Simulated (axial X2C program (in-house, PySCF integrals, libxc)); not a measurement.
# All-electron X2C curves of RbGe

Aim: find the lowest determinant of RbGe, scan the bond at several levels and fit the constants, once spin-free and once with spin–orbit coupling.

Program: an in-house X2C program for linear molecules on PySCF integrals. Level of theory: all-electron X2C, Rb dyall-cv3z, Ge dyall-cv3z. These are calculated values, not measurements.

**1. Set-up**

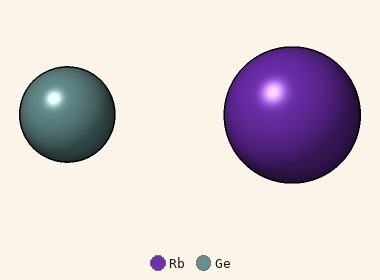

The two atoms at 3.310 Å (rubidium purple, germanium teal).

The input, task.json:

```json
{
 "zs": [
  37,
  32
 ],
 "q": 0,
 "bas": [
  "dyall-cv3z",
  "dyall-cv3z"
 ],
 "levels": [
  "PBE0",
  "HF",
  "LDA"
 ],
 "cc": true,
 "r0": 3.31,
 "thr": -1.0,
 "nmax": 90,
 "npts": 10,
 "nst": 2,
 "ntry": 6
}
```

Keys: zs atomic numbers; q charge; bas basis sets; levels methods (HF also brings MP2); cc coupled cluster on or off; r0 starting distance in Å; thr threshold in hartree for freezing inner shells (an s shell follows its p shell); nmax most natural virtual spinors; npts points asked for on the curve; nst determinants followed; ntry starts of the search.

On the command line:

```
$ python so2c.py task.json out
```

Spin-free means the one-electron spin-free X2C Hamiltonian; two-component (2c) means X2C with spin–orbit coupling and atomic mean-field two-electron Coulomb and Gaunt terms. Basis: Rb dyall-cv3z contracted to [12s13p8d4f1g], Ge dyall-cv3z contracted to [9s9p7d4f1g]; Gaussian nuclei, density fitting. Masses: Rb 84.912 u, Ge 73.921 u.

Notation: σ, π±, δ± give the projection m of an orbital's angular momentum (0, ±1, ±2), α and β its spin, Λ and M_S the sums; ω is the projection of a spinor's total angular momentum and Ω the sum. Logs are in hartree.

The results follow Hamiltonian by Hamiltonian and level by level.

**2. State search with PBE0**

PBE0 moves the distance from 3.310 Å to 3.186 Å and compares determinants there.

Spin-free determinants:

```
ΔE (eV)             state                          open shells
   0.00  M_S = 3/2, Λ = 0   beyond closed shells: σα, π+α, π-α
   0.50  M_S = 1/2, Λ = 0   beyond closed shells: σβ, π+α, π-α
   0.92  M_S = 1/2, Λ = 1            beyond closed shells: π+α
   0.98  M_S = 1/2, Λ = 0   beyond closed shells: σα, π+β, π-α
   0.98  M_S = 1/2, Λ = 2   beyond closed shells: σα, π+α, π+β
   1.64  M_S = 1/2, Λ = 1  beyond closed shells: π+α, π+β, π-α
   1.94  M_S = 3/2, Λ = 1    beyond closed shells: 2 × σα, π+α
```

Two-component determinants:

```csv
ΔE (eV),state,open shells
0.00,Ω = 3/2,excess of +ω over −ω: ω = 3/2
0.50,Ω = 1/2,"excess of +ω over −ω: 2 × ω = -1/2, ω = 3/2"
0.86,Ω = 1/2,excess of +ω over −ω: ω = 1/2
0.98,Ω = 5/2,"excess of +ω over −ω: 2 × ω = 1/2, ω = 3/2"
1.07,Ω = 1/2,excess of +ω over −ω: ω = 1/2
3.20,Ω = 7/2,"excess of +ω over −ω: ω = 1/2, 2 × ω = 3/2"
3.34,Ω = 5/2,"excess of +ω over −ω: ω = -1/2, 2 × ω = 3/2"
```

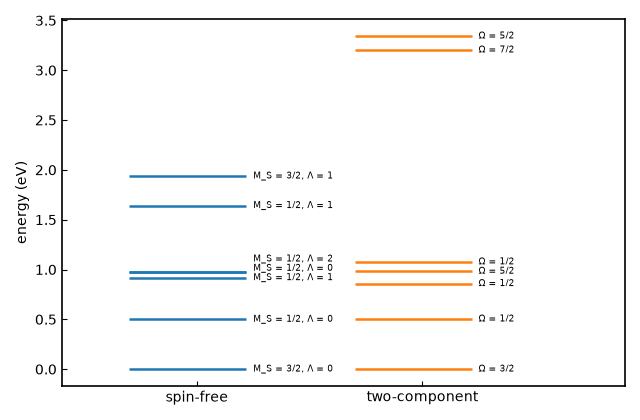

The determinants found, each set from its own lowest.

**3. PBE0, spin-free**

State followed: M_S = 3/2, Λ = 0 (beyond closed shells: σα, π+α, π-α). The scan is laid around 3.186 Å, a first estimate of the minimum, and this SCF restarts from the orbitals of the search.

The SCF at the reference distance of 3.186 Å:

```text
spin-free X2C-1e  PBE0
basis functions 236  fitting functions 1289  grid points 5806
iter        total energy     max residual
   1      -5079.309693482     1.24e-05
   2      -5079.309693486     1.90e-05
   3      -5079.309693488     2.24e-06
   4      -5079.309693489     1.20e-06
converged
one-electron -7450.51558221  Coulomb 2355.89054372  exact exchange -44.57704895  xc functional -136.76354381  nuclear repulsion 196.65593777
```

Along the bond, energies from the lowest point:

```csv
R (Å),E (eV),μ (D),HOMO (eV),LUMO (eV),iterations
2.772,0.2859,-8.16,-3.95,-1.26,10
2.899,0.1192,-8.64,-3.95,-1.32,10
2.995,0.0477,-8.99,-3.87,-1.37,9
3.090,0.0105,-9.32,-3.80,-1.41,9
3.186,0.0000,-9.64,-3.74,-1.46,4
3.297,0.0131,-10.00,-3.67,-1.52,9
3.409,0.0462,-10.34,-3.61,-1.57,9
3.552,0.1089,-10.75,-3.54,-1.64,10
3.728,0.2042,-11.19,-3.48,-1.73,10
3.982,0.3583,-11.71,-3.42,-1.84,10
```

Dipoles are positive if Ge is the positive end.

Outer orbitals at the reference distance:

```tsv
symmetry	occupied	ε (eV)	atomic character
σα	yes	-30.35	100% Ge d
π+α	yes	-30.34	100% Ge d
π-α	yes	-30.34	100% Ge d
δ-α	yes	-30.32	100% Ge d
δ+α	yes	-30.32	100% Ge d
σβ	yes	-30.19	100% Ge d
π-β	yes	-30.18	100% Ge d
π+β	yes	-30.18	100% Ge d
δ-β	yes	-30.15	100% Ge d
δ+β	yes	-30.15	100% Ge d
π-α	yes	-18.13	100% Rb p
π+α	yes	-18.13	100% Rb p
σα	yes	-18.12	98% Rb p
π-β	yes	-18.07	100% Rb p
π+β	yes	-18.07	100% Rb p
σβ	yes	-17.98	99% Rb p
σα	yes	-11.76	83% Ge s, 7% Rb p, 6% Rb d
σβ	yes	-9.30	84% Ge s, 7% Rb p, 6% Rb d
σα	yes	-4.01	77% Ge p, 16% Rb s, 4% Rb d
π-α	yes	-3.74	86% Ge p, 8% Rb d, 5% Rb p
π+α	yes	-3.74	86% Ge p, 8% Rb d, 5% Rb p
σα	no	-1.46	68% Rb s, 22% Rb p, 8% Ge p
σβ	no	-1.42	70% Rb s, 18% Ge p, 10% Rb p
π-β	no	-0.40	63% Ge p, 27% Rb p, 9% Rb d
π+β	no	-0.40	63% Ge p, 27% Rb p, 9% Rb d
```

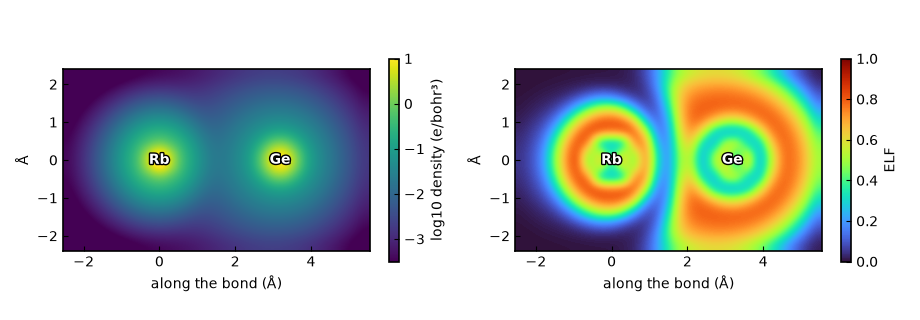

PBE0 fields in a plane through the axis, from a grid of 0.3 Å; Rb lies at z = 0 and Ge at z = 3.186 Å; the ELF is damped to zero where the density is low.

Re = 3.183 Å, ωe = 124.1 cm⁻¹, ωexe = 0.365 cm⁻¹, Be = 0.0421 cm⁻¹, De = 1.53 eV, μ = -9.63 D.

**4. HF, spin-free**

Output at 3.186 Å:

```text
spin-free X2C-1e  HF
basis functions 236  fitting functions 1289  grid points 5806
iter        total energy     max residual
   1      -5076.277296538     2.80e-01
   2      -5076.307341744     9.59e-03
   3      -5076.308361704     8.13e-03
   4      -5076.308683863     1.17e-03
   5      -5076.308788276     6.69e-04
   6      -5076.308832570     3.53e-04
   7      -5076.308847425     1.72e-04
   8      -5076.308850988     4.88e-05
   9      -5076.308851125     1.81e-05
  10      -5076.308851153     1.08e-05
  11      -5076.308851166     6.10e-06
  12      -5076.308851170     1.37e-06
  13      -5076.308851170     3.71e-07
converged
one-electron -7450.83713236  Coulomb 2356.34225603  exact exchange -178.46991261  xc functional 0.00000000  nuclear repulsion 196.65593777
```

Re = 3.314 Å, ωe = 119.0 cm⁻¹, ωexe = 0.302 cm⁻¹, Be = 0.03885 cm⁻¹, De = 1.09 eV, μ = -11.66 D.

**5. LDA, spin-free**

The SCF at the reference distance of 3.186 Å:

```text
spin-free X2C-1e  LDA
basis functions 236  fitting functions 1289  grid points 5806
iter        total energy     max residual
   1      -5072.582610090     2.14e-01
   2      -5072.596529511     2.04e-02
   3      -5072.592086865     3.50e-02
   4      -5072.598547095     2.26e-03
   5      -5072.598587946     6.95e-04
   6      -5072.598594960     2.37e-04
   7      -5072.598598738     2.97e-05
   8      -5072.598598756     4.78e-06
   9      -5072.598598757     6.29e-07
converged
one-electron -7449.25258663  Coulomb 2354.49673410  exact exchange 0.00000000  xc functional -174.49868400  nuclear repulsion 196.65593777
```

Re = 3.110 Å, ωe = 126.9 cm⁻¹, ωexe = 0.398 cm⁻¹, Be = 0.0441 cm⁻¹, De = 1.70 eV, μ = -8.35 D.

**6. MP2 and beyond, spin-free**

Correlated methods: 13 electrons correlated (frozen shells, counted by type: Rb 3 s, 2 p, 1 d; Ge 3 s, 2 p, 1 d), 299 virtual spinors in MP2, 90 natural virtuals in coupled cluster.

Output of the correlated part at 3.186 Å:

```text
correlated 13  virtual 299  natural virtual 90  E(MP2) -0.260269915  MP2 remainder -0.010882630
iter   CCSD correlation   residual
   1     -0.271955007   9.69e-02
   2     -0.277826749   2.72e-02
   3     -0.277933891   6.40e-03
   4     -0.277944491   2.48e-03
   5     -0.277943559   9.80e-04
   6     -0.277945988   3.15e-04
   7     -0.277947978   8.50e-05
   8     -0.277947884   2.06e-05
   9     -0.277947785   6.27e-06
  10     -0.277947821   2.00e-06
  11     -0.277947833   6.76e-07
(T) -0.008763458  T1 0.0104  D1 0.0307  max T2 0.060
```

T1 in the output is the amplitude norm over the root of the electron number; divide by √2 for the Lee–Taylor value.

MP2: Re = 3.205 Å, ωe = 128.0 cm⁻¹, Be = 0.04152 cm⁻¹, De = 1.44 eV.

CCSD: Re = 3.227 Å, ωe = 126.2 cm⁻¹, ωexe = 0.322 cm⁻¹, Be = 0.04096 cm⁻¹, De = 1.41 eV. T1 at Re = 0.007 (Lee–Taylor, the printed value over √2).

CCSD(T): Re = 3.219 Å, ωe = 126.8 cm⁻¹, ωexe = 0.324 cm⁻¹, Be = 0.04117 cm⁻¹, De = 1.43 eV. T1 at Re = 0.007 (Lee–Taylor, the printed value over √2).

**7. A higher determinant, spin-free**

State: M_S = 1/2, Λ = 0 (beyond closed shells: σβ, π+α, π-α).

Output at the reference distance:

```text
spin-free X2C-1e  PBE0
basis functions 236  fitting functions 1289  grid points 5806
iter        total energy     max residual
   1      -5079.291345183     1.39e-05
   2      -5079.291345222     1.12e-05
   3      -5079.291345229     5.17e-06
   4      -5079.291345234     3.62e-06
   5      -5079.291345234     4.60e-07
converged
one-electron -7450.19485330  Coulomb 2355.56400316  exact exchange -44.56913035  xc functional -136.74730251  nuclear repulsion 196.65593777
```

```csv
R (Å),E above the lowest PBE0 point (eV)
2.772,0.809
2.899,0.640
2.995,0.563
3.090,0.519
3.186,0.499
3.297,0.501
3.409,0.520
3.552,0.564
3.728,0.635
```

Re = 3.234 Å, ωe = 111.3 cm⁻¹, ωexe = 0.408 cm⁻¹, Be = 0.04079 cm⁻¹, μ = -9.19 D. ⟨S²⟩ = 1.76 against 0.75 for a pure state, so this determinant mixes spins. Te = 0.50 eV.

**8. The spin-free curves together**

Energy (eV) of the followed determinant, spin-free, from each level's lowest point:

```csv
R (Å),PBE0,HF,MP2,CCSD,CCSD(T),LDA
2.772,0.286,0.510,0.342,n/a,n/a,0.190
2.899,0.119,0.262,0.149,0.168,0.161,0.064
2.995,0.048,0.141,0.064,0.076,0.071,0.017
3.090,0.010,0.063,0.017,0.023,0.020,0.000
3.186,0.000,0.019,0.000,0.000,0.000,0.006
3.297,0.013,0.000,0.009,0.003,0.005,0.034
3.409,0.046,0.008,0.041,0.031,0.034,0.078
3.552,0.109,0.047,0.105,0.090,0.096,0.151
3.728,0.204,0.124,0.207,n/a,n/a,0.253
3.982,0.358,0.267,0.377,n/a,n/a,0.409
```

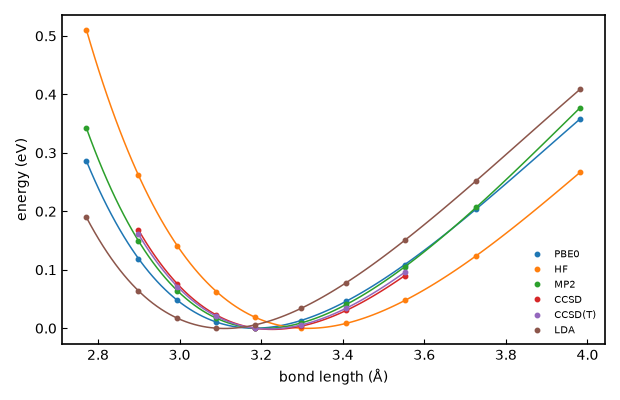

Curves of the followed state, spin-free, each from its own lowest point.

**9. PBE0, 2c**

State followed: Ω = 3/2 (excess of +ω over −ω: ω = 3/2). The scan is laid around 3.186 Å, a first estimate of the minimum, and this SCF restarts from the orbitals of the search.

The SCF at the reference distance of 3.186 Å:

```text
two-component X2C + atomic mean field  PBE0
basis functions 236  fitting functions 1289  grid points 5806
iter        total energy     max residual
   1      -5077.556646381     5.01e-06
   2      -5077.556646388     3.34e-06
   3      -5077.556646390     2.60e-06
converged
one-electron -7445.94993555  Coulomb 2354.93571991  exact exchange -44.55863538  xc functional -136.70745476  nuclear repulsion 196.65593777  atomic mean-field constant -1.93227837
```

Along the bond, energies from the lowest point:

```csv
R (Å),E (eV),μ (D),HOMO (eV),LUMO (eV),iterations
2.772,0.2866,-8.15,-3.95,-1.26,11
2.899,0.1197,-8.63,-3.89,-1.32,10
2.995,0.0480,-8.98,-3.81,-1.37,10
3.090,0.0106,-9.31,-3.74,-1.41,10
3.186,0.0000,-9.63,-3.68,-1.46,3
3.297,0.0130,-9.98,-3.61,-1.52,10
3.409,0.0459,-10.33,-3.55,-1.57,10
3.552,0.1084,-10.73,-3.49,-1.64,11
3.728,0.2034,-11.18,-3.43,-1.72,11
3.982,0.3573,-11.69,-3.37,-1.83,11
```

Dipoles are positive if Ge is the positive end.

Outer spinors at the reference distance:

```tsv
ω	occupied	ε (eV)	atomic character	λ mixture
-3/2	yes	-30.63	100% Ge d	86% δ, 14% π
-1/2	yes	-30.63	100% Ge d	72% π, 28% σ
1/2	yes	-30.60	100% Ge d	56% σ, 44% π
3/2	yes	-30.54	100% Ge d	65% δ, 35% π
5/2	yes	-30.11	100% Ge d	100% δ
3/2	yes	-30.08	100% Ge d	65% π, 35% δ
1/2	yes	-30.06	100% Ge d	56% π, 44% σ
-1/2	yes	-30.03	100% Ge d	72% σ, 28% π
-3/2	yes	-29.99	100% Ge d	86% π, 14% δ
-5/2	yes	-29.94	100% Ge d	100% δ
1/2	yes	-18.66	99% Rb p	64% π, 36% σ
-1/2	yes	-18.66	100% Rb p	74% π, 26% σ
3/2	yes	-17.83	100% Rb p	100% π
1/2	yes	-17.81	99% Rb p	64% σ, 36% π
-3/2	yes	-17.77	100% Rb p	100% π
-1/2	yes	-17.72	99% Rb p	74% σ, 26% π
1/2	yes	-11.76	83% Ge s, 7% Rb p, 6% Rb d	100% σ
-1/2	yes	-9.31	84% Ge s, 7% Rb p, 6% Rb d	100% σ
1/2	yes	-4.01	77% Ge p, 16% Rb s, 4% Rb d	100% σ
-1/2	yes	-3.79	86% Ge p, 8% Rb d, 5% Rb p	100% π
3/2	yes	-3.68	86% Ge p, 9% Rb d, 5% Rb p	100% π
1/2	no	-1.46	68% Rb s, 22% Rb p, 8% Ge p	100% σ
-1/2	no	-1.42	70% Rb s, 18% Ge p, 10% Rb p	100% σ
1/2	no	-0.44	64% Ge p, 26% Rb p, 9% Rb d	100% π
-3/2	no	-0.37	62% Ge p, 29% Rb p, 9% Rb d	100% π
```

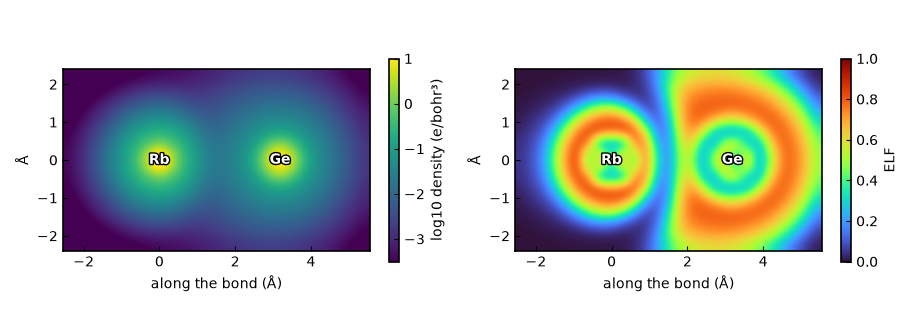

PBE0 fields in a plane through the axis, from a grid of 0.3 Å; Rb lies at z = 0 and Ge at z = 3.186 Å; the ELF is damped to zero where the density is low.

Re = 3.184 Å, ωe = 124.0 cm⁻¹, ωexe = 0.365 cm⁻¹, Be = 0.04208 cm⁻¹, De = 1.53 eV, μ = -9.62 D.

**10. HF, 2c**

The SCF at the reference distance of 3.186 Å:

```text
two-component X2C + atomic mean field  HF
basis functions 236  fitting functions 1289  grid points 5806
iter        total energy     max residual
   1      -5074.525097775     2.81e-01
   2      -5074.555141422     9.66e-03
   3      -5074.556167950     8.12e-03
   4      -5074.556491525     1.17e-03
   5      -5074.556598709     6.69e-04
   6      -5074.556645079     3.53e-04
   7      -5074.556661006     1.71e-04
   8      -5074.556665043     4.74e-05
   9      -5074.556665296     3.07e-05
  10      -5074.556665397     2.35e-05
  11      -5074.556665473     1.71e-05
  12      -5074.556665539     1.03e-05
  13      -5074.556665568     8.49e-06
  14      -5074.556665598     5.25e-06
  15      -5074.556665614     9.83e-07
  16      -5074.556665615     3.05e-07
converged
one-electron -7446.26805340  Coulomb 2355.38404267  exact exchange -178.39631428  xc functional 0.00000000  nuclear repulsion 196.65593777  atomic mean-field constant -1.93227837
```

Re = 3.314 Å, ωe = 118.9 cm⁻¹, ωexe = 0.301 cm⁻¹, Be = 0.03883 cm⁻¹, De = 1.07 eV, μ = -11.66 D.

**11. LDA, 2c**

Output at 3.186 Å:

```text
two-component X2C + atomic mean field  LDA
basis functions 236  fitting functions 1289  grid points 5806
iter        total energy     max residual
   1      -5070.831068384     2.15e-01
   2      -5070.845008560     2.04e-02
   3      -5070.840540242     3.51e-02
   4      -5070.847026232     2.26e-03
   5      -5070.847068339     7.00e-04
   6      -5070.847075571     2.46e-04
   7      -5070.847079545     2.90e-05
   8      -5070.847079563     4.88e-06
   9      -5070.847079563     6.63e-07
converged
one-electron -7444.68869300  Coulomb 2353.54350143  exact exchange 0.00000000  xc functional -174.42554739  nuclear repulsion 196.65593777  atomic mean-field constant -1.93227837
```

Re = 3.111 Å, ωe = 126.7 cm⁻¹, ωexe = 0.399 cm⁻¹, Be = 0.04407 cm⁻¹, De = 1.72 eV, μ = -8.33 D.

**12. MP2 and beyond, 2c**

Correlated methods: 13 electrons correlated (frozen shells, counted by type: Rb 3 s, 2 p, 1 d; Ge 3 s, 2 p, 1 d), 299 virtual spinors in MP2, 90 natural virtuals in coupled cluster.

Output of the correlated part at 3.186 Å:

```text
correlated 13  virtual 299  natural virtual 90  E(MP2) -0.260259957  MP2 remainder -0.010888009
iter   CCSD correlation   residual
   1     -0.271935934   9.69e-02
   2     -0.277813125   2.73e-02
   3     -0.277921754   6.53e-03
   4     -0.277933417   2.66e-03
   5     -0.277933292   1.20e-03
   6     -0.277936758   5.63e-04
   7     -0.277940188   3.31e-04
   8     -0.277938939   2.16e-04
   9     -0.277938301   1.14e-04
  10     -0.277939032   4.84e-05
  11     -0.277939459   3.40e-05
  12     -0.277939578   2.11e-05
  13     -0.277939470   8.41e-06
  14     -0.277939442   3.27e-06
  15     -0.277939449   1.66e-06
(T) -0.008763719  T1 0.0107  D1 0.0310  max T2 0.061
```

MP2: Re = 3.206 Å, ωe = 127.9 cm⁻¹, Be = 0.0415 cm⁻¹, De = 1.44 eV.

CCSD: Re = 3.228 Å, ωe = 126.1 cm⁻¹, ωexe = 0.32 cm⁻¹, Be = 0.04094 cm⁻¹, De = 1.40 eV. T1 at Re = 0.008 (Lee–Taylor, the printed value over √2).

CCSD(T): Re = 3.220 Å, ωe = 126.7 cm⁻¹, ωexe = 0.322 cm⁻¹, Be = 0.04115 cm⁻¹, De = 1.42 eV. T1 at Re = 0.008 (Lee–Taylor, the printed value over √2).

**13. A higher determinant, 2c**

State: Ω = 1/2 (excess of +ω over −ω: 2 × ω = -1/2, ω = 3/2).

Output at the reference distance:

```text
two-component X2C + atomic mean field  PBE0
basis functions 236  fitting functions 1289  grid points 5806
iter        total energy     max residual
   1      -5077.538181040     9.86e-06
   2      -5077.538181058     6.36e-06
   3      -5077.538181062     3.06e-06
   4      -5077.538181063     1.88e-06
converged
one-electron -7445.62206966  Coulomb 2354.60215268  exact exchange -44.55073929  xc functional -136.69118419  nuclear repulsion 196.65593777  atomic mean-field constant -1.93227837
```

```csv
R (Å),E above the lowest PBE0 point (eV)
2.772,0.813
2.899,0.643
2.995,0.566
3.090,0.522
3.186,0.502
3.297,0.504
3.409,0.523
3.552,0.567
3.728,0.637
```

Re = 3.235 Å, ωe = 111.1 cm⁻¹, ωexe = 0.411 cm⁻¹, Be = 0.04076 cm⁻¹, μ = -9.17 D. Te = 0.50 eV.

**14. The 2c curves together**

Energy (eV) of the followed determinant, 2c, from each level's lowest point:

```csv
R (Å),PBE0,HF,MP2,CCSD,CCSD(T),LDA
2.772,0.287,0.511,0.343,n/a,n/a,0.190
2.899,0.120,0.262,0.150,0.169,0.161,0.064
2.995,0.048,0.141,0.064,0.076,0.072,0.017
3.090,0.011,0.063,0.017,0.023,0.021,0.000
3.186,0.000,0.019,0.000,0.000,0.000,0.006
3.297,0.013,0.000,0.009,0.003,0.005,0.033
3.409,0.046,0.008,0.040,0.030,0.034,0.077
3.552,0.108,0.047,0.105,0.089,0.095,0.149
3.728,0.203,0.123,0.206,n/a,n/a,0.251
3.982,0.357,0.266,0.377,n/a,n/a,0.407
```

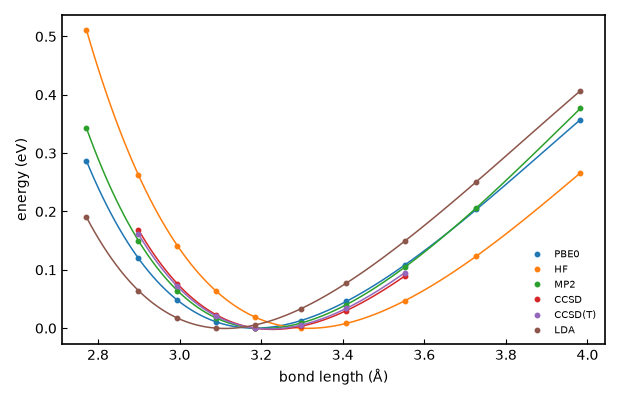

Curves of the followed state, 2c, each from its own lowest point.

Time for the job: 3.4 min (1 thread of Arm Neoverse V1, shared host).

**15. Constants**

Lowest determinant that the search found at its distance, spin-free: M_S = 3/2, Λ = 0 (beyond closed shells: σα, π+α, π-α).

Lowest determinant that the search found at its distance, 2c: Ω = 3/2 (excess of +ω over −ω: ω = 3/2).

| Hamiltonian | level | Re (Å) | ωe (cm⁻¹) | De (eV) | μ (D) |
| --- | --- | --- | --- | --- | --- |
| spin-free | PBE0 | 3.183 | 124.1 | 1.53 | -9.63 |
| spin-free | HF | 3.314 | 119.0 | 1.09 | -11.66 |
| spin-free | MP2 | 3.205 | 128.0 | 1.44 | n/a |
| spin-free | CCSD | 3.227 | 126.2 | 1.41 | n/a |
| spin-free | CCSD(T) | 3.219 | 126.8 | 1.43 | n/a |
| spin-free | LDA | 3.110 | 126.9 | 1.70 | -8.35 |
| 2c | PBE0 | 3.184 | 124.0 | 1.53 | -9.62 |
| 2c | HF | 3.314 | 118.9 | 1.07 | -11.66 |
| 2c | MP2 | 3.206 | 127.9 | 1.44 | n/a |
| 2c | CCSD | 3.228 | 126.1 | 1.40 | n/a |
| 2c | CCSD(T) | 3.220 | 126.7 | 1.42 | n/a |
| 2c | LDA | 3.111 | 126.7 | 1.72 | -8.33 |

Dipoles are positive if Ge is the positive end.

Time per point (s) on 1 thread of Arm Neoverse V1, shared host (2c runs; CCSD comes with the CCSD(T) run); the times are rough: PBE0 1, HF 1.2, MP2 1.6, CCSD(T) 7.6, LDA 0.33.

What this shows: At CCSD(T), going from spin-free to two-component changes Re by +1 mÅ, ωe by -0.1 %; the spin-free picture holds up (part of it comes from the scalar share of the two-electron terms). De moves by -0.01 eV; both De rest on single-determinant atoms, which can miss part of an open shell's spin–orbit lowering.

De refers to Rb + Ge, each in the lowest determinant found, which need not be this curve's own limit. Each curve is one determinant whose occupation by symmetry is held fixed; it was picked as the lowest of a PBE0 search that is not exhaustive. De is counted from the lowest determinant-based energies of the atoms at the same level, without counterpoise correction. Density functionals use the spin component along the axis (collinear). Coupled cluster ran in a truncated set of natural virtual spinors; the MP2 energy of the rest was added. With several unpaired electrons one determinant need not be a pure state. With the outer-core shells frozen, correlated bond lengths of heavy atoms tend to come out a few hundredths of an ångström too long.
